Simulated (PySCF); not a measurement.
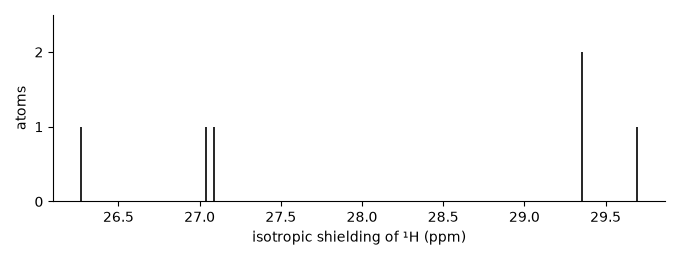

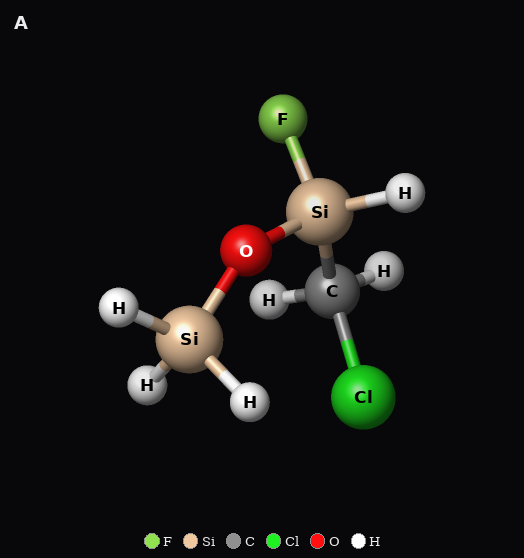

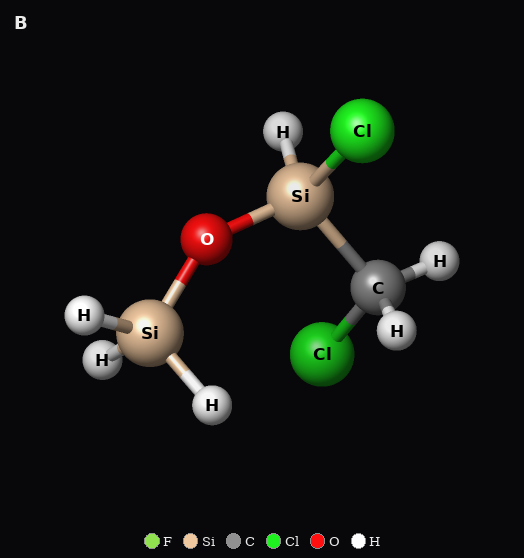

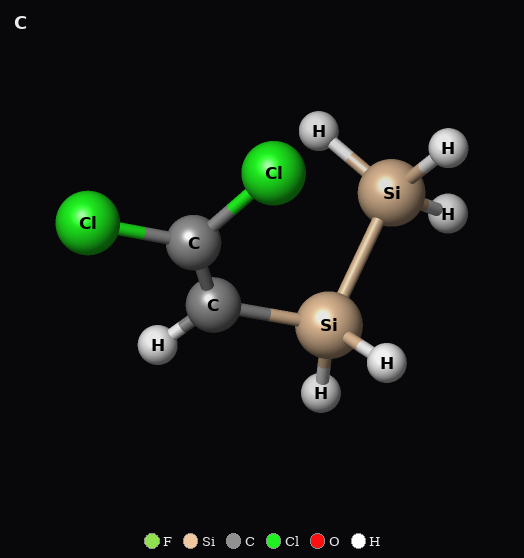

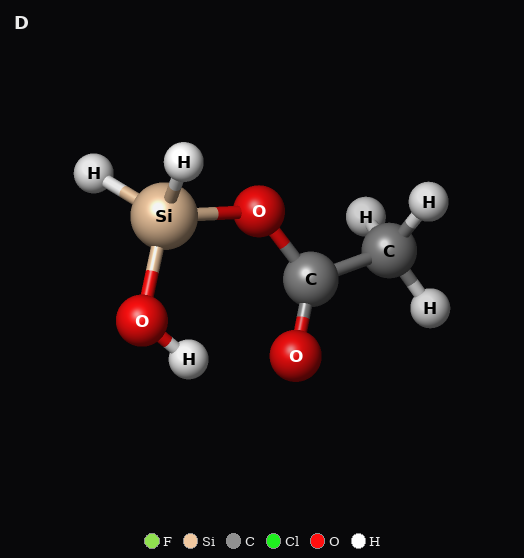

The sticks are computed shieldings of one of the molecules, for one fixed geometry (PBE0-D3(BJ)/def2-SVP) without averaging over rotations. Low shielding means a high chemical shift. Method: GIAO WP04/pcSseg-1 NMR shielding, non-relativistic, gas phase (PySCF 2.14.0).

### Which molecule gives this pattern?

D, `CC(=O)O[SiH2]O`. Its 6 H atoms give lines at 26.27, 27.04, 27.09, 29.35 (2 atoms), 29.69 ppm.
